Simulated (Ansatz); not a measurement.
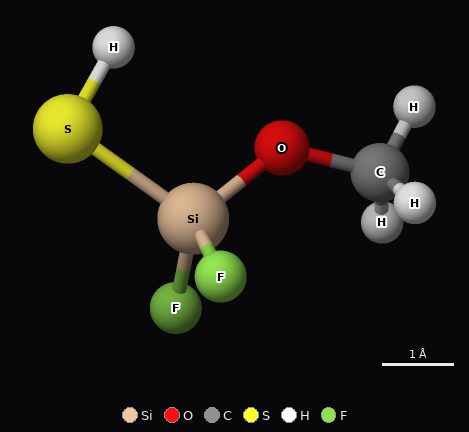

Figure 1. The input geometry (ball-and-stick view, seen at a tilt). Bond lengths as drawn: C–H 1.09 Å, C–O 1.46 Å, F–Si 1.68 Å, H–S 1.38 Å, O–Si 1.68 Å and S–Si 2.20 Å.

Run report: CH$_{4}$F$_{2}$OSSi, nudged elastic band (part 1 of 2)

- system: CH$_{4}$F$_{2}$OSSi
- method: RKS B3LYP/6-31G (Ansatz 0.2.0)

The run did not end well. It belongs to a series of runs on one base structure; here: band between the two ends.

The input
```yaml
crystal:
  periodic: [false, false, false]
  atoms:
    - { symbol: Si, position_ang: [-0.932741, 0.725289, 0.018205] }
    - { symbol: O, position_ang: [0.573496, -0.022472, -0.022864] }
    - { symbol: C, position_ang: [0.897566, -1.446676, 0.040305] }
    - { symbol: S, position_ang: [-0.579664, 2.883933, -0.17072] }
    - { symbol: H, position_ang: [0.7902, 2.756633, -0.260581] }
    - { symbol: F, position_ang: [-1.779435, 0.336533, 1.417443] }
    - { symbol: F, position_ang: [-1.945122, 0.130944, -1.185256] }
    - { symbol: H, position_ang: [0.446195, -1.976187, -0.803667] }
    - { symbol: H, position_ang: [0.546124, -1.874759, 0.983521] }
    - { symbol: H, position_ang: [1.983381, -1.513239, -0.016385] }
basis:
  gaussian: { orbitals: "6-31G" }
hamiltonian:
  xc: b3lyp
neb:
  order_check: false
  images: 7
  f_tol: 0.05
  max_iterations: 19
  optimiser: fire
  climbing: immediate
  final_atoms:
    - { symbol: Si, position_ang: [-1.1925668, 1.0378954, 0.0829314] }
    - { symbol: O, position_ang: [0.55459584, 0.30895231, -0.09387468] }
    - { symbol: C, position_ang: [0.8933001, -1.13983792, -0.00960255] }
    - { symbol: S, position_ang: [-1.00417494, 3.06951652, -0.08281752] }
    - { symbol: H, position_ang: [1.25444855, 0.92442818, -0.38471519] }
    - { symbol: F, position_ang: [-1.50939297, 0.15352059, 1.49031719] }
    - { symbol: F, position_ang: [-1.8690273, 0.001275, -1.07006557] }
    - { symbol: H, position_ang: [0.69235184, -1.59774339, -0.97730949] }
    - { symbol: H, position_ang: [0.24044388, -1.53519878, 0.76554412] }
    - { symbol: H, position_ang: [1.94002181, -1.22280891, 0.27959328] }
  initial_path:
    images:
      - { positions_ang: [[-0.932741, 0.725289, 0.018205], [0.573496, -0.022472, -0.022864], [0.897566, -1.446676, 0.040305], [-0.579664, 2.883933, -0.17072], [0.7902, 2.756633, -0.260581], [-1.779435, 0.336533, 1.417443], [-1.945122, 0.130944, -1.185256], [0.446195, -1.976187, -0.803667], [0.546124, -1.874759, 0.983521], [1.983381, -1.513239, -0.016385]] }
      - { positions_ang: [[-1.0276751, 0.78225886, 0.04068895], [0.56852693, 0.01705378, 0.09385101], [0.91801436, -1.36087311, 0.01620771], [-0.50174206, 2.79723161, -0.27477172], [0.81116207, 2.37452731, -0.22803353], [-1.85371897, 0.4361476, 1.43349164], [-1.96357815, 0.0495326, -1.07378881], [0.52021169, -1.78445302, -0.88215948], [0.5271499, -1.87826748, 0.86363167], [2.00164933, -1.43315915, 0.01088357]] }
      - { positions_ang: [[-1.12260921, 0.83922872, 0.0631729], [0.56355786, 0.05657956, 0.21056602], [0.93846272, -1.27507022, -0.00788958], [-0.42382012, 2.71053022, -0.37882345], [0.83212414, 1.99242162, -0.19548606], [-1.92800294, 0.53576221, 1.44954028], [-1.9820343, -0.0318788, -0.96232162], [0.59422839, -1.59271903, -0.96065197], [0.50817581, -1.88177596, 0.74374234], [2.01991766, -1.35307931, 0.03815214]] }
      - { positions_ang: [[-1.21754331, 0.89619858, 0.08565685], [0.55858879, 0.09610533, 0.32728103], [0.95891107, -1.18926733, -0.03198687], [-0.34589818, 2.62382884, -0.48287517], [0.85308621, 1.61031593, -0.16293858], [-2.00228692, 0.63537681, 1.46558892], [-2.00049046, -0.11329021, -0.85085444], [0.66824508, -1.40098505, -1.03914445], [0.48920171, -1.88528444, 0.62385301], [2.038186, -1.27299946, 0.06542071]] }
      - { positions_ang: [[-1.31247742, 0.95316845, 0.1081408], [0.55361973, 0.13563111, 0.44399604], [0.97935943, -1.10346444, -0.05608416], [-0.26797624, 2.53712745, -0.5869269], [0.87404828, 1.22821023, -0.13039111], [-2.07657089, 0.73499141, 1.48163757], [-2.01894661, -0.19470161, -0.73938725], [0.74226178, -1.20925107, -1.11763694], [0.47022761, -1.88879293, 0.50396367], [2.05645433, -1.19291961, 0.09268928]] }
      - { positions_ang: [[-1.28249976, 0.97435019, 0.10183845], [0.55386375, 0.17896141, 0.30952836], [0.9578446, -1.11255781, -0.04446376], [-0.45202592, 2.67022472, -0.46089955], [0.96914835, 1.15226472, -0.19397213], [-1.93477641, 0.58962371, 1.48380747], [-1.98146678, -0.14570746, -0.82205683], [0.72978429, -1.30637415, -1.08255508], [0.41278168, -1.80039439, 0.56935879], [2.0273462, -1.20039193, 0.13941528]] }
      - { positions_ang: [[-1.25252211, 0.99553192, 0.0955361], [0.55410778, 0.22229171, 0.17506068], [0.93632977, -1.12165118, -0.03284335], [-0.63607559, 2.80332198, -0.33487221], [1.06424841, 1.07631921, -0.25755315], [-1.79298193, 0.444256, 1.48597738], [-1.94398695, -0.09671331, -0.90472641], [0.71730681, -1.40349723, -1.04747321], [0.35533574, -1.71199585, 0.6347539], [1.99823807, -1.20786426, 0.18614128]] }
      - { positions_ang: [[-1.22254445, 1.01671366, 0.08923375], [0.55435181, 0.26562201, 0.040593], [0.91481493, -1.13074455, -0.02122295], [-0.82012527, 2.93641925, -0.20884486], [1.15934848, 1.00037369, -0.32113417], [-1.65118745, 0.2988883, 1.48814728], [-1.90650712, -0.04771915, -0.98739599], [0.70482932, -1.50062031, -1.01239135], [0.29788981, -1.62359731, 0.70014901], [1.96912994, -1.21533658, 0.23286728]] }
      - { positions_ang: [[-1.1925668, 1.0378954, 0.0829314], [0.55459584, 0.30895231, -0.09387468], [0.8933001, -1.13983792, -0.00960255], [-1.00417494, 3.06951652, -0.08281752], [1.25444855, 0.92442818, -0.38471519], [-1.50939297, 0.15352059, 1.49031719], [-1.8690273, 0.001275, -1.07006557], [0.69235184, -1.59774339, -0.97730949], [0.24044388, -1.53519878, 0.76554412], [1.94002181, -1.22280891, 0.27959328]] }
```

Command:
```bash
ansatz run input.yaml --threads 1 --pin off --max-ram 2048MiB --backend cpu --events-out ev --progress --plain --runs-dir out
```

The program's output
```
Engine: ansatz 0.2.0, x86_64-unknown-linux-gnu
Functional definition: B3LYP
  parameter a0 = 0.2
  parameter ax = 0.72
  parameter ac = 0.81
  exchange = (1 - a0 - ax)*slater_x + ax*b88_x + a0*exact_x
  correlation = (1 - ac)*vwn_rpa_c + ac*lyp_c
853 factors; integrals over basis functions are off by at most 1.6e-4 eV
mean field evaluation 1: about -27289.0629 eV, gradient 6.1e1 eV
mean field evaluation 2: about -27279.2818 eV, gradient 9.7e1 eV
mean field evaluation 4: about -27296.0271 eV, gradient 3.5e0 eV
mean field evaluation 8: about -27296.0943 eV, gradient 2.9e-2 eV
mean field -27296.09434008 eV, -1003.1129650406 hartree, gradient 6.3e-5 eV, S^2 0.000000; 0 other end points of the search recorded, 0 dependent functions left out
the calculation of the forces begins
reference -27296.09458541 eV, -1003.1129740565 hartree; 33, 33 occupied and 37, 37 virtual orbitals, 853 factors
853 factors; integrals over basis functions are off by at most 1.6e-4 eV
mean field evaluation 16: about -27289.1250 eV, gradient 5.6e1 eV
mean field -27295.68855514 eV, -1003.0980527192 hartree, gradient 3.6e-5 eV, S^2 0.000000; 0 other end points of the search recorded, 0 dependent functions left out
[... from here on the field's lines of each further geometry are left out, up to the last ...]
NEB iter   1: max|band force component| = 4.441e0 eV/Å  barrier→ = 1.9095 eV  barrier← = 1.5037 eV  CI = image 4  Δτ_max = 0.0678 Å  (235 SCF iters)
NEB iter   2: max|band force component| = 2.324e0 eV/Å  barrier→ = 1.3271 eV  barrier← = 0.9213 eV  CI = image 4  Δτ_max = 0.0979 Å  (209 SCF iters)
NEB iter   3: max|band force component| = 4.435e0 eV/Å  barrier→ = 1.2108 eV  barrier← = 0.8050 eV  CI = image 4  Δτ_max = 0.0171 Å  (210 SCF iters)
NEB iter   4: max|band force component| = 3.005e0 eV/Å  barrier→ = 1.1677 eV  barrier← = 0.7619 eV  CI = image 4  Δτ_max = 0.0275 Å  (225 SCF iters)
NEB iter   5: max|band force component| = 1.403e0 eV/Å  barrier→ = 1.1140 eV  barrier← = 0.7082 eV  CI = image 4  Δτ_max = 0.0306 Å  (222 SCF iters)
NEB iter   6: max|band force component| = 1.198e0 eV/Å  barrier→ = 1.0924 eV  barrier← = 0.6867 eV  CI = image 4  Δτ_max = 0.0014 Å  (219 SCF iters)
NEB iter   7: max|band force component| = 1.145e0 eV/Å  barrier→ = 1.0924 eV  barrier← = 0.6866 eV  CI = image 4  Δτ_max = 0.0028 Å  (162 SCF iters)
NEB iter   8: max|band force component| = 1.039e0 eV/Å  barrier→ = 1.0924 eV  barrier← = 0.6866 eV  CI = image 4  Δτ_max = 0.0040 Å  (171 SCF iters)
NEB iter   9: max|band force component| = 8.801e-1 eV/Å  barrier→ = 1.0926 eV  barrier← = 0.6868 eV  CI = image 4  Δτ_max = 0.0050 Å  (170 SCF iters)
NEB iter  10: max|band force component| = 7.796e-1 eV/Å  barrier→ = 1.0931 eV  barrier← = 0.6873 eV  CI = image 4  Δτ_max = 0.0057 Å  (174 SCF iters)
NEB iter  11: max|band force component| = 7.688e-1 eV/Å  barrier→ = 1.0941 eV  barrier← = 0.6883 eV  CI = image 4  Δτ_max = 0.0059 Å  (184 SCF iters)
NEB iter  12: max|band force component| = 7.526e-1 eV/Å  barrier→ = 1.0958 eV  barrier← = 0.6900 eV  CI = image 4  Δτ_max = 0.0007 Å  (181 SCF iters)
NEB iter  13: max|band force component| = 7.499e-1 eV/Å  barrier→ = 1.0961 eV  barrier← = 0.6903 eV  CI = image 4  Δτ_max = 0.0014 Å  (141 SCF iters)
NEB iter  14: max|band force component| = 7.442e-1 eV/Å  barrier→ = 1.0968 eV  barrier← = 0.6910 eV  CI = image 4  Δτ_max = 0.0021 Å  (149 SCF iters)
NEB iter  15: max|band force component| = 7.352e-1 eV/Å  barrier→ = 1.0979 eV  barrier← = 0.6921 eV  CI = image 4  Δτ_max = 0.0028 Å  (159 SCF iters)
NEB iter  16: max|band force component| = 7.223e-1 eV/Å  barrier→ = 1.0992 eV  barrier← = 0.6935 eV  CI = image 4  Δτ_max = 0.0035 Å  (164 SCF iters)
NEB iter  17: max|band force component| = 7.051e-1 eV/Å  barrier→ = 1.1010 eV  barrier← = 0.6952 eV  CI = image 4  Δτ_max = 0.0041 Å  (165 SCF iters)
NEB iter  18: max|band force component| = 6.828e-1 eV/Å  barrier→ = 1.1030 eV  barrier← = 0.6973 eV  CI = image 4  Δτ_max = 0.0053 Å  (166 SCF iters)
the calculation of the forces begins
reference -27295.55139293 eV, -1003.0930121009 hartree; 33, 33 occupied and 37, 37 virtual orbitals, 853 factors
these checks for a lower state are left out or cut short: starts, cluster_reference, orbital_swaps, neighbouring_geometries, increment
853 factors; integrals over basis functions are off by at most 1.6e-4 eV
mean field -27295.64873469 eV, -1003.0965893445 hartree, gradient 5.7e-6 eV, S^2 0.000000; 0 other end points of the search recorded, 0 dependent functions left out
the calculation of the forces begins
reference -27295.64897342 eV, -1003.0965981178 hartree; 33, 33 occupied and 37, 37 virtual orbitals, 853 factors
NEB iter  19: max|band force component| = 6.519e-1 eV/Å  barrier→ = 1.1057 eV  barrier← = 0.6999 eV  CI = image 4  Δτ_max = 0.0067 Å  (168 SCF iters)
```

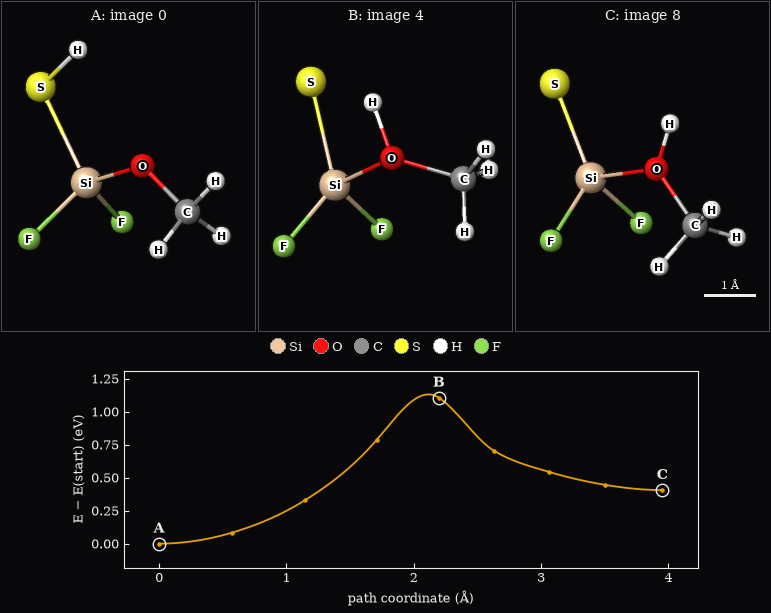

Figure 2. Images of the last band (counted from 0; ball-and-stick, seen at a tilt) above the energy along the path; the line is a cubic interpolation that uses the forces. The highest image is number 4, 1.106 eV above the start and 0.700 eV above the end (the climbing image); the end lies 0.406 eV above the start. The path is 3.95 Å long. The band had not converged after 19 iterations.
